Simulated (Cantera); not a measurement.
Feed: 1 mol CCl₄, 2.1 mol H₂, held at 0.0180 Torr.

Cantera equilibrium calculation (NASA polynomials, part measured and part estimated; ideal gas, pure solids and liquids). Candidate condensed phases: C, C₆H₆, C₇H₈, C₈H₁₈; 91 gas species. Kinetics and transport are ignored.

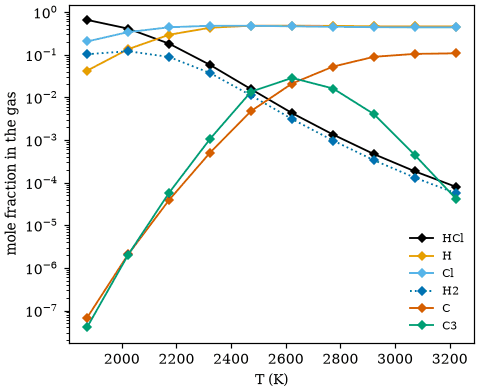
Equilibrium gas composition (values under 1e-9 drawn at 1e-9)

From 1873 K to 2473 K the condensed part is C(graphite). From 2623 K to 3223 K nothing is condensed. The main C-bearing gas is C₂H₂ (acetylene) at 1873 K and C at 3223 K.
